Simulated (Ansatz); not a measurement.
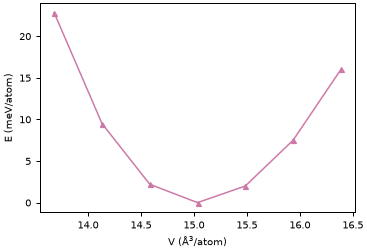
*LiAg (CsCl type, Pm-3m) under volume change, PBEsol (plane waves, PAW; program Ansatz), scaled uniformly.*

Problem. What does a third-order Birch–Murnaghan fit give for V₀, B₀ and B′?

Solution. V₀ = 15.03 Å³/atom, B₀ = 49.9 GPa, B′ = 4.8.

The workflow started from an entry of the Crystallography Open Database (COD). Its standing as an ambient phase is unchecked. Symmetry was held in the PBEsol relaxation; its stability against distortions is not shown here. The run is not spin-polarised.

Potentials: the later of the program's two PAW sets.
